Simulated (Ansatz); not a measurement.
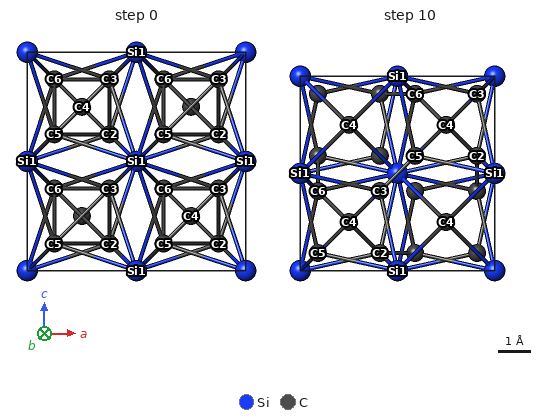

The structure of crystalline SiC$_{5}$ (a generated structure, set up in F-43m) (coarse preliminary run) before (left) and after (right) a relaxation, at one scale.

Style: ball-and-stick. Shown: the conventional cell (4 times the calculation's cell), along the b axis. Lengths and directions refer to the drawn axes.

Computed with DFT PBE, scalar-relativistic, plane waves, PAW in Ansatz.

Input
```yaml
crystal:
  lattice:
    - [0.0, 3.43955481, 3.43955481]
    - [3.43955481, 0.0, 3.43955481]
    - [3.43955481, 3.43955481, 0.0]
  atoms:
    - { symbol: Si, position: [0.5, 0.5, 0.5] }
    - { symbol: C, position: [0.37197143, 0.87600952, 0.87600952], spin: 1.0 }
    - { symbol: C, position: [0.87600952, 0.87600952, 0.87600952], spin: 1.0 }
    - { symbol: C, position: [0.25, 0.25, 0.25], spin: 1.0 }
    - { symbol: C, position: [0.87600952, 0.87600952, 0.37197143], spin: 1.0 }
    - { symbol: C, position: [0.87600952, 0.37197143, 0.87600952], spin: 1.0 }
basis:
  ecutwfc: 420
kpoints:
  mp_grid: { grid: [4, 4, 4] }
hamiltonian:
  xc: pbe
scf:
  occupations: { method: gaussian, width: 0.1 }
  lower_state_search: "off"
output:
  forces: true
  stress: true
  eigenvalues: true
  populations: true
magnetization:
  spin_polarized: true
relax:
  adjacent_minimum: "off"
  f_tol: 0.04
  max_steps: 70
  cell: { stress_tol: 0.4 }
```

Run as
```bash
ansatz run input.yaml --threads 1 --pin off --max-ram 2560MiB --backend cpu --events-out ev --progress --plain --runs-dir out
```

Describe what moved and what it gained.

Over 8 accepted moves (10 points after the start) the energy falls by 1201 meV per atom. The largest force component goes from 0.14 to 0.0035 eV/Å. Pressure: −25.37 GPa at the start and −0.37 GPa at the end. The line search rejected the trial step at point 4 of the run. The SCF was repeated once at an unchanged geometry on a basis and grid sized afresh for the cell, which shifted the energy by 2.4 meV per atom at most. The largest moves relative to the cell, 0.35 Å, are those of C2, C3, C5 and C6. C3 goes along [1 −1 1]. Si stays in place. The drawn cell changes as follows: a = b = c 6.879 → 6.124 Å (−11.0 %); the volume changes by −29.5 %. Some distances before and after: C2–C3 2.412 → 1.568 Å, Si1–C4 2.979 → 2.652 Å, C2–C3 (another image) 2.452 → 2.762 Å, Si1–C2 2.854 → 2.627 Å. The space group stays F-43m (No. 216). The program noted that the starting moments weren't kept.
